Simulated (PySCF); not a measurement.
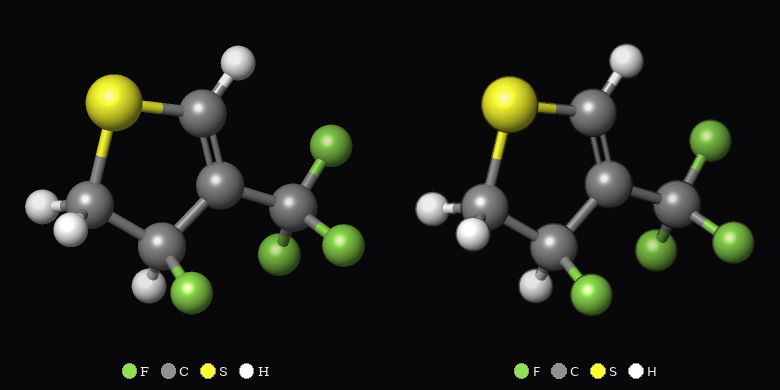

Both panels show the same species.

Computed geometry: GFN2-xTB optimisation. No frequency run is at hand to confirm it as a minimum.

**Count the atoms of each element.**

C₅H₄F₄S, 14 atoms: 5 carbon, 4 hydrogen, 4 fluorine and 1 sulfur.

**Describe its rings.**

Independent rings (smallest set): 1 of 5 members.

**Give the symmetry (Schoenflies symbol).**

C1.

**Write the SMILES.**

F[C@H]1CSC=C1C(F)(F)F

More results for the same structure follow; atom numbers are the same in all pictures, views and colours differ.

**Geometry**

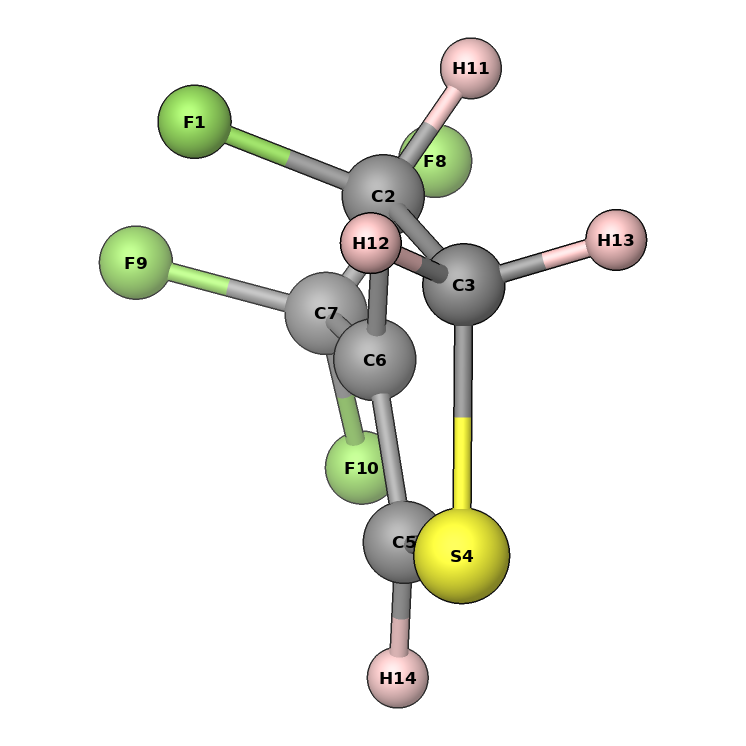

C5 lies behind S4. The molecule seen a little off the S4–C5 bond, S4 in front. Atoms fade into the background with distance from the viewer. No frequency run is at hand to confirm it as a minimum.

**What is the torsion angle C3–S4–C5–C6? The sign is positive where the front bond must turn clockwise to cover the back bond.**

−3°, synperiplanar (eclipsed).

**Charges**

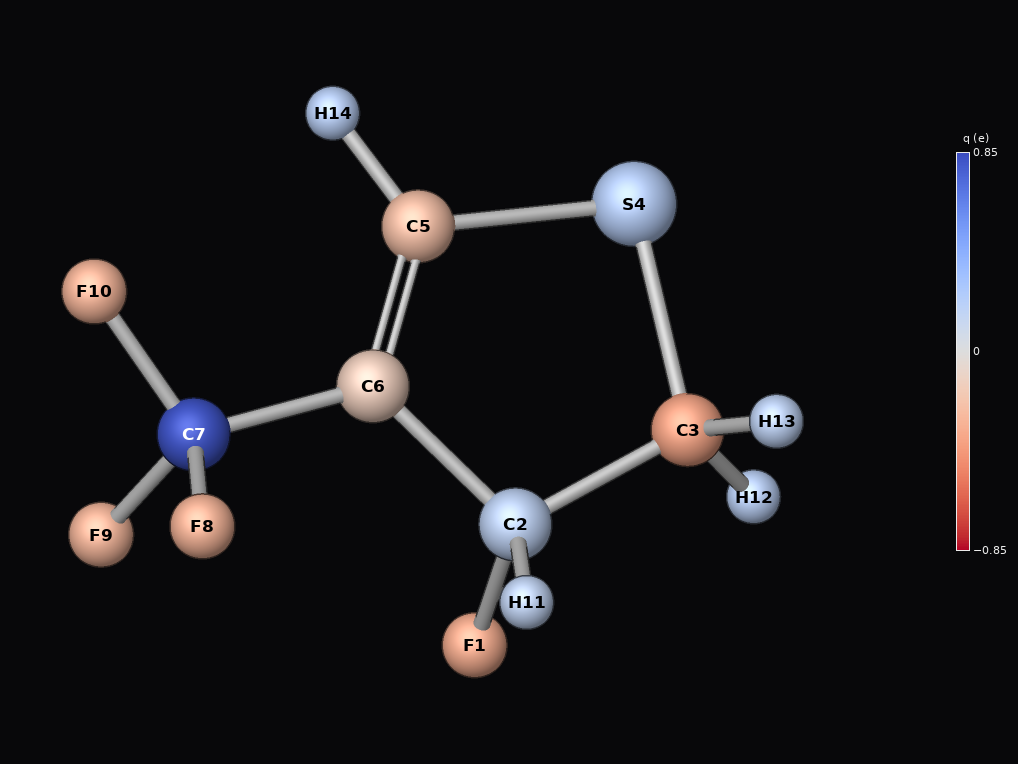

Atoms are coloured by their IAO charges. No frequency run is at hand to confirm it as a minimum. Level of theory: PBE0/pcSseg-1, gas phase (PySCF 2.14.0).

Give the IAO charges atom by atom.

| atom | value (e) |
| --- | --- |
| F1 | −0.33 |
| C2 | 0.17 |
| C3 | −0.36 |
| S4 | 0.21 |
| C5 | −0.23 |
| C6 | −0.13 |
| C7 | 0.81 |
| F8 | −0.29 |
| F9 | −0.28 |
| F10 | −0.28 |
| H11 | 0.16 |
| H12 | 0.19 |
| H13 | 0.17 |
| H14 | 0.19 |

**Polarisability**

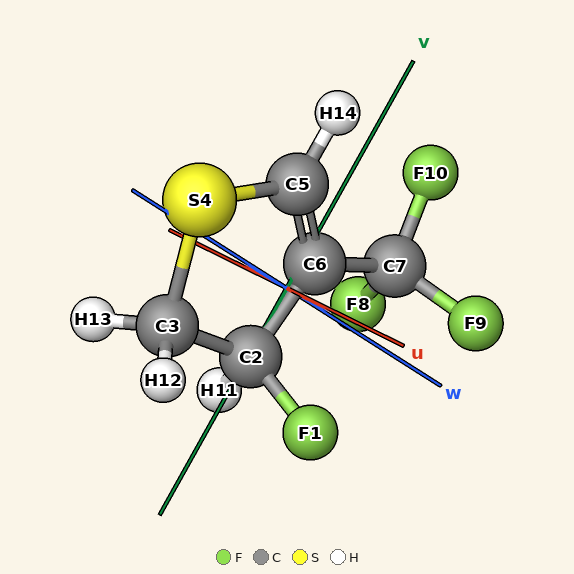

The lines u, v and w are the principal axes of the static dipole polarisability. No frequency run is at hand to confirm it as a minimum. Method: PBE0/def2-SVPD (PySCF 2.14.0).

**Along which axis is the molecule most polarisable, and along which least?**

Most along w (close to the long direction S4···F8), least along u.

**Give the three principal values.**

u 60.8, v 79.0, w 98.8 bohr³; mean 79.5, anisotropy 32.9 bohr³.

**Quadrupole coupling**

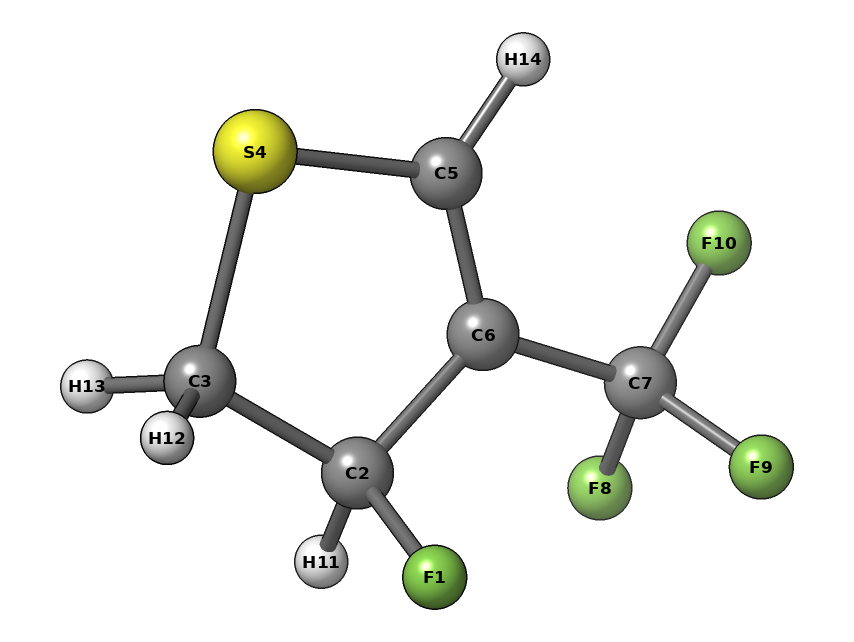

No frequency run is at hand to confirm it as a minimum. Electric field gradients from the ground-state density, PBE0/pcSseg-1 (PySCF 2.14.0), non-relativistic apart from any core potentials.

Give the largest field-gradient component, the quadrupole coupling constant and the asymmetry for 33S at S4 (Q = −67.81 mb), 2H at H11 (Q = 2.86 mb), 2H at H12 (Q = 2.86 mb).

```json
{"atom": "S4", "V_zz (a.u.)": "−2.539", "e²qQ/h (MHz)": "40.5", "η": "0.85"}
{"atom": "H11", "V_zz (a.u.)": "0.279", "e²qQ/h (MHz)": "0.188", "η": "0.05"}
{"atom": "H12", "V_zz (a.u.)": "0.305", "e²qQ/h (MHz)": "0.205", "η": "0.04"}
```

**Bond orders**

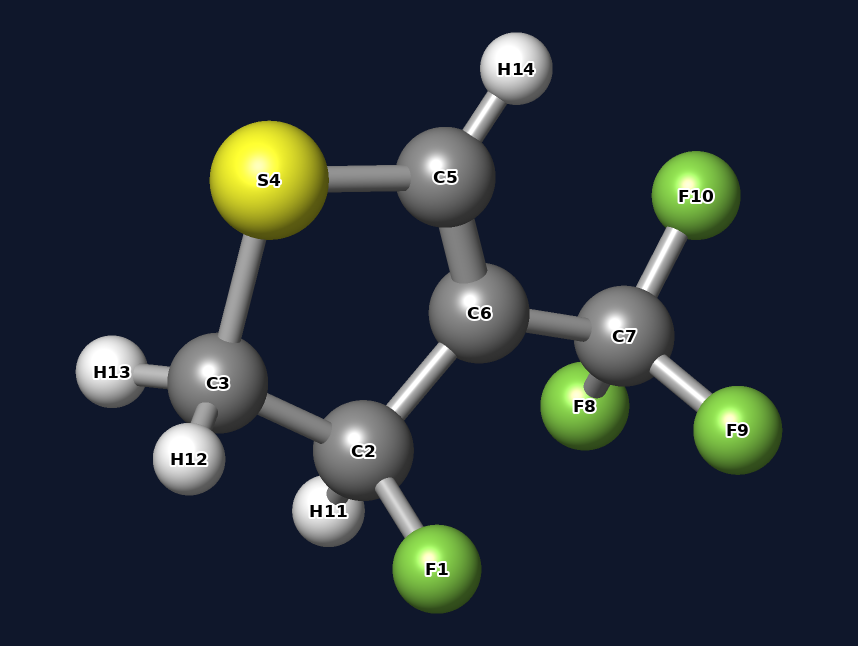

The thickness of each stick grows with its Mayer bond order. No frequency run is at hand to confirm it as a minimum. Computed with PBE0/pcSseg-1 (PySCF 2.14.0).

List the Mayer bond orders of F1–C2, C2–C3, C2–C6, C2–H11, C3–S4, C3–H12, C3–H13, S4–C5, C5–C6, C5–H14, C6–C7, C7–F8, C7–F9, C7–F10.

```
  bond  Mayer order  length (Å)
 F1–C2         0.91       1.385
 C2–C3         0.99       1.528
 C2–C6         0.98       1.505
C2–H11         0.94       1.097
 C3–S4         0.98       1.834
C3–H12         0.93       1.088
C3–H13         0.93       1.088
 S4–C5         1.12       1.719
 C5–C6         1.71       1.337
C5–H14         0.95       1.075
 C6–C7         1.00       1.492
 C7–F8         0.98       1.347
 C7–F9         1.02       1.341
C7–F10         0.99       1.342
```
